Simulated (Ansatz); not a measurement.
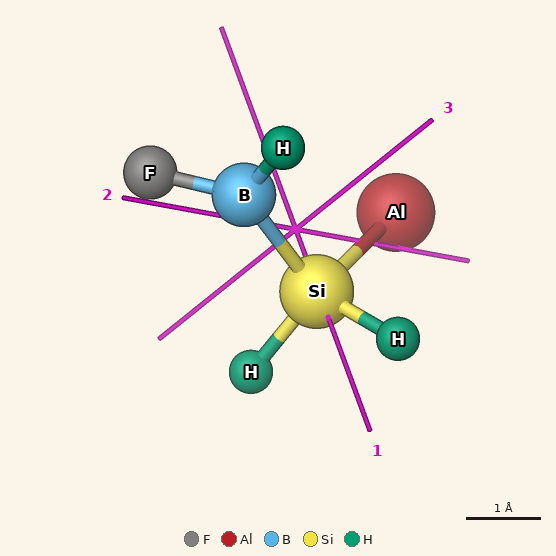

The three principal axes of inertia are drawn and numbered. Distant atoms are faded towards the background colour. The computed structure is the end point of a PBE0-D4/def2-TZVP optimisation. No frequency run is at hand to confirm it as a minimum. Masses are those of the most abundant isotopes; constants are for the rigid equilibrium geometry.

### Which line is the a axis (least moment of inertia), which b and which c?

a is line 2, b is line 1, c is line 3; the moments are 60.4, 274, 313 u Å².

### Classify the rotor and give the rotational constants (GHz).

An asymmetric top (C1): A = 8.37, B = 1.84, C = 1.62 GHz. Ray's parameter κ is −0.93, close to the prolate limit.
